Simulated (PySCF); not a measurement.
**Energy and gradient calculation of ZrO**

System: ZrO, SMILES [O][Zr].
Method: SVWN5/def2-SVPD, RKS, core potentials def2-svp (PySCF 2.14.0).

Figures and captions count atoms from 1; the log counts them from 0 in places.

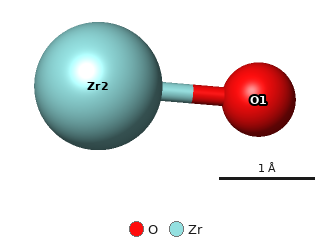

*The input geometry (ball-and-stick view, seen at a tilt; atoms are numbered from 1 in the order of the input). Sticks mark near contacts.*

Bond lengths as drawn: O–Zr 1.71 Å.

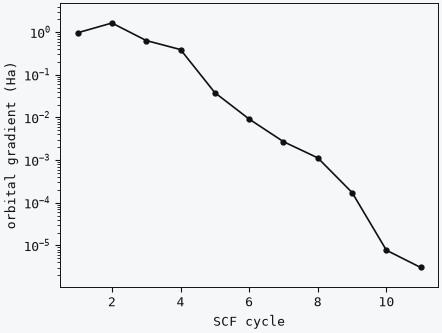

*Convergence of the self-consistent field: orbital gradient against the SCF cycle.*

The residual falls almost steadily, with no more than small rises.

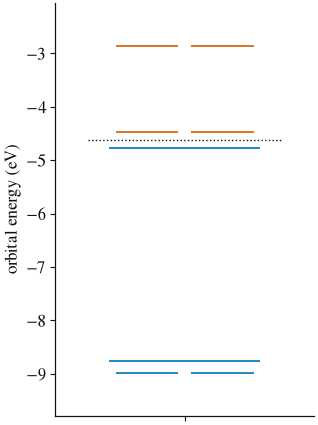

*Orbital energies near the frontier; the dotted line parts filled from empty levels, and levels within 0.02 eV of each other stand side by side.*

Highest filled −4.76 eV, lowest empty −4.47 eV, 0.29 eV apart.

These pictures come from the run below.

Input file (run.py)
```python
from pyscf import gto, dft

mol = gto.Mole()
mol.atom = 'input.xyz'
mol.max_memory = 1860
mol.basis = 'def2-svpd'
mol.verbose = 4
mol.ecp = {'Zr': 'def2-svp'}
mol.charge = 0
mol.build()

ks = dft.RKS(mol, xc='svwn')
ks.grids.level = 5
ks.conv_tol = 1e-10
ks.kernel()
if not ks.converged:
    ks = ks.newton().run(ks.mo_coeff, ks.mo_occ)

e_tot = ks.e_tot
print('E(%s) = %.9f' % ('SVWN5', e_tot))
grad = ks.nuc_grad_method().kernel()
dip = ks.dip_moment()
pop, q = ks.mulliken_pop()
```

File input.xyz
```
2

O      0.000000     0.000000     0.000000
Zr     0.000000     0.000000     1.711600
```

Launch command:
```bash
OMP_NUM_THREADS=1 python run.py
```

What the program printed
```
PySCF version 2.14.0

[INPUT] num. atoms = 2
[INPUT] num. electrons = 20
[INPUT] charge = 0
[INPUT] spin (= nelec alpha-beta = 2S) = 0
[INPUT] symmetry False subgroup None
[INPUT] Mole.unit = angstrom
[INPUT] Symbol           X                Y                Z      unit          X                Y                Z       unit  Magmom
[INPUT]  1 O      0.000000000000   0.000000000000   0.000000000000 AA    0.000000000000   0.000000000000   0.000000000000 Bohr   0.0
[INPUT]  2 Zr     0.000000000000   0.000000000000   1.711600000000 AA    0.000000000000   0.000000000000   3.234455234806 Bohr   0.0

nuclear repulsion = 29.6804231411077
number of shells = 21
number of NR pGTOs = 93
number of NR cGTOs = 57
basis = def2-svpd
ecp = {'Zr': 'def2-svp'}

******** <class 'pyscf.dft.rks.RKS'> ********
method = RKS
initial guess = minao
damping factor = 0
level_shift factor = 0
DIIS = <class 'pyscf.scf.diis.CDIIS'>
diis_start_cycle = 1
diis_space = 8
diis_damp = 0
SCF conv_tol = 1e-10
SCF conv_tol_grad = None
SCF max_cycles = 50
direct_scf = True
direct_scf_tol = 1e-13
XC library pyscf.dft.libxc version 7.0.0
    S. Lehtola, C. Steigemann, M. J.T. Oliveira, and M. A.L. Marques.,  SoftwareX 7, 1–5 (2018)
XC functionals = svwn
    P. A. M. Dirac.,  Math. Proc. Cambridge Philos. Soc. 26, 376 (1930)
    F. Bloch.,  Z. Phys. 57, 545 (1929)
    S. H. Vosko, L. Wilk, and M. Nusair.,  Can. J. Phys. 58, 1200 (1980)
radial grids:
    Treutler-Ahlrichs [JCP 102, 346 (1995); DOI:10.1063/1.469408] (M4) radial grids

becke partition: Becke, JCP 88, 2547 (1988); DOI:10.1063/1.454033
pruning grids: <function nwchem_prune>
grids dens level: 5
symmetrized grids: False
atomic radii adjust function: <function treutler_atomic_radii_adjust>
small_rho_cutoff = 0
Set gradient conv threshold to 1e-05
Initial guess from minao.
tot grids = 91384
init E= -115.497755396266

WARN: HOMO -0.484209242012589 == LUMO -0.484209239837692

cycle= 1 E= -121.146239467879  delta_E= -5.65  |g|= 0.968  |ddm|= 4.18
  HOMO = -0.0215601677328525  LUMO = 0.0261965346794781  gap/eV = 1.29953
cycle= 2 E= -120.810058129196  delta_E= 0.336  |g|= 1.64  |ddm|=  4.6
  HOMO = -0.130801119654706  LUMO = -0.0778590157938005  gap/eV = 1.44063
cycle= 3 E= -121.446365177147  delta_E= -0.636  |g|= 0.637  |ddm|= 3.28
  HOMO = -0.15696187293958  LUMO = -0.125987912996087  gap/eV = 0.84284
cycle= 4 E= -121.515686870674  delta_E= -0.0693  |g|= 0.391  |ddm|= 0.859
  HOMO = -0.167343451512795  LUMO = -0.151762280106325  gap/eV = 0.42399
cycle= 5 E= -121.545914067261  delta_E= -0.0302  |g|= 0.0382  |ddm|= 0.354
  HOMO = -0.174472826362716  LUMO = -0.163159403584376  gap/eV = 0.30785
cycle= 6 E= -121.546368366646  delta_E= -0.000454  |g|= 0.00918  |ddm|= 0.111
  HOMO = -0.17533565808789  LUMO = -0.164620916659962  gap/eV = 0.29156
cycle= 7 E= -121.546383784729  delta_E= -1.54e-05  |g|= 0.00271  |ddm|= 0.0202
  HOMO = -0.175094809765862  LUMO = -0.164345801710734  gap/eV = 0.29250
cycle= 8 E= -121.546385683928  delta_E= -1.9e-06  |g|= 0.00113  |ddm|= 0.00552
  HOMO = -0.175019706240091  LUMO = -0.164204925798121  gap/eV = 0.29429
cycle= 9 E= -121.546386030045  delta_E= -3.46e-07  |g|= 0.000174  |ddm|= 0.00272
  HOMO = -0.175011360280691  LUMO = -0.164194344927819  gap/eV = 0.29435
cycle= 10 E= -121.546386036068  delta_E= -6.02e-09  |g|= 7.72e-06  |ddm|= 0.000218
  HOMO = -0.175012631133849  LUMO = -0.164196516549524  gap/eV = 0.29432
cycle= 11 E= -121.546386036088  delta_E= -2.03e-11  |g|= 3.04e-06  |ddm|= 3.14e-05
  HOMO = -0.175012735617076  LUMO = -0.164196640128758  gap/eV = 0.29432
Extra cycle  E= -121.546386036039  delta_E= 4.9e-11  |g|= 1.56e-05  |ddm|= 1.47e-05
converged SCF energy = -121.546386036039
E(SVWN5) = -121.546386036

******** <class 'pyscf.grad.rks.Gradients'> for <class 'pyscf.dft.rks.RKS'> ********
unit = Eh/Bohr
grid_response = False
--------------- RKS gradients ---------------
         x                y                z
0 O     0.0000000000     0.0000000000     0.0040173097
1 Zr    -0.0000000000    -0.0000000000    -0.0040167252
----------------------------------------------
Dipole moment(X, Y, Z, Debye): -0.00000,  0.00000,  2.51346
 ** Mulliken pop  **
pop of  0 O 1s            1.98709
pop of  0 O 2s            1.12371
pop of  0 O 3s            0.73643
pop of  0 O 4s            0.03454
pop of  0 O 2px           0.88536
pop of  0 O 2py           0.88536
pop of  0 O 2pz           0.97475
pop of  0 O 3px           0.56744
pop of  0 O 3py           0.56744
pop of  0 O 3pz           0.37860
pop of  0 O 4px           0.06660
pop of  0 O 4py           0.06660
pop of  0 O 4pz          -0.01908
pop of  0 O 3dxy          0.00000
pop of  0 O 3dyz          0.00274
pop of  0 O 3dz^2         0.00440
pop of  0 O 3dxz          0.00274
pop of  0 O 3dx2-y2       0.00000
pop of  0 O 4dxy         -0.00000
pop of  0 O 4dyz          0.00483
pop of  0 O 4dz^2         0.00093
pop of  0 O 4dxz          0.00483
pop of  0 O 4dx2-y2      -0.00000
pop of  1 Zr 4s          -0.51198
pop of  1 Zr 5s           1.71607
pop of  1 Zr 6s           0.80321
pop of  1 Zr 7s           1.40180
pop of  1 Zr 8s           0.45044
pop of  1 Zr 4px          1.93633
pop of  1 Zr 4py          1.93633
pop of  1 Zr 4pz          1.92809
pop of  1 Zr 5px          0.07731
pop of  1 Zr 5py          0.07731
pop of  1 Zr 5pz          0.10523
pop of  1 Zr 6px         -0.00087
pop of  1 Zr 6py         -0.00087
pop of  1 Zr 6pz          0.01470
pop of  1 Zr 7px         -0.00485
pop of  1 Zr 7py         -0.00485
pop of  1 Zr 7pz          0.00659
pop of  1 Zr 4dxy         0.00000
pop of  1 Zr 4dyz         0.41036
pop of  1 Zr 4dz^2        0.78497
pop of  1 Zr 4dxz         0.41036
pop of  1 Zr 4dx2-y2      0.00000
pop of  1 Zr 5dxy         0.00000
pop of  1 Zr 5dyz         0.03481
pop of  1 Zr 5dz^2        0.05130
pop of  1 Zr 5dxz         0.03481
pop of  1 Zr 5dx2-y2      0.00000
pop of  1 Zr 4f-3         0.00000
pop of  1 Zr 4f-2         0.00000
pop of  1 Zr 4f-1         0.01993
pop of  1 Zr 4f+0         0.02822
pop of  1 Zr 4f+1         0.01993
pop of  1 Zr 4f+2         0.00000
pop of  1 Zr 4f+3         0.00000
 ** Mulliken atomic charges  **
charge of    0O =     -0.27530
charge of    1Zr =      0.27530
```

Summary

| quantity | value |
| --- | --- |
| outcome | converged |
| total energy | −121.546386 hartree |
| basis functions | 57 |
| largest force | 0.207 eV/Å |
| HOMO | −4.76 eV |
| LUMO | −4.47 eV |
| dipole moment | 2.51 D |
| hardware | 1 thread of Intel Xeon @ 2.50GHz (Skylake/Cascade Lake), 189 GiB of memory available, shared host |
| wall time | 9.3 s |
| peak memory | 0.29 GiB |
